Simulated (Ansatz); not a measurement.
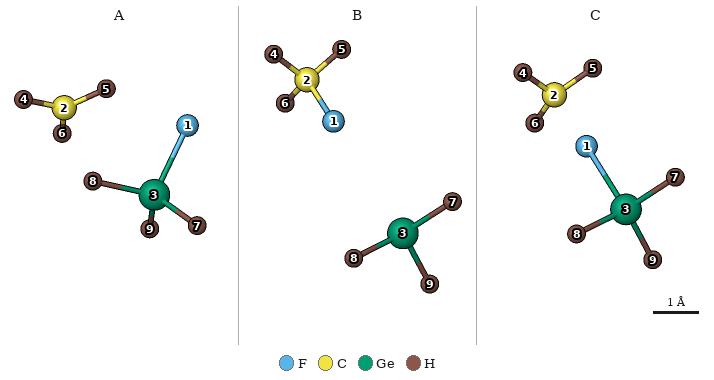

Three geometries of CH6FGe (multiplicity 2): a saddle point and the two relaxed ends that it joins, in shuffled order. A ball-and-stick model, seen from a free direction. Sticks join atoms that are closer than about 1.2 times the sum of their covalent radii (a little more with hydrogen).

Stationary points at PBE0-D4/def2-TZVP, single-point energies with CCSD(T)/CBS (def2-TZVPP where no basis is named; Ansatz 0.2.0). The energies are electronic, without zero-point or thermal terms, and both ends are the relaxed geometries reached downhill from the saddle, with any fragments still in contact. CCSD(T)/CBS stands for a frozen-core estimate: MP2 correlation extrapolated from def2-TZVPP and def2-QZVPP, CCSD(T) minus MP2 from the smaller set.

> Which frame is the transition state, what reaction does it lead through, and what barrier is to be expected?

Frame C is the saddle point. Counted by bonded pieces, B holds CH₃F + GeH₃ and A holds CH₃ + GeH₃F. From B over the saddle to A, a bond forms: F1–Ge3 (3.70 → 2.09 → 1.75 Å). A bond breaks: F1–C2 (1.38 → 1.70 → 3.39 Å). The saddle has one imaginary mode, 784i cm⁻¹. The end B keeps a soft imaginary mode of 74i cm⁻¹, so it isn't quite a minimum. With CCSD(T)/CBS the barrier is 1.16 eV from B and 1.89 eV from A, and A lies 0.73 eV below B.
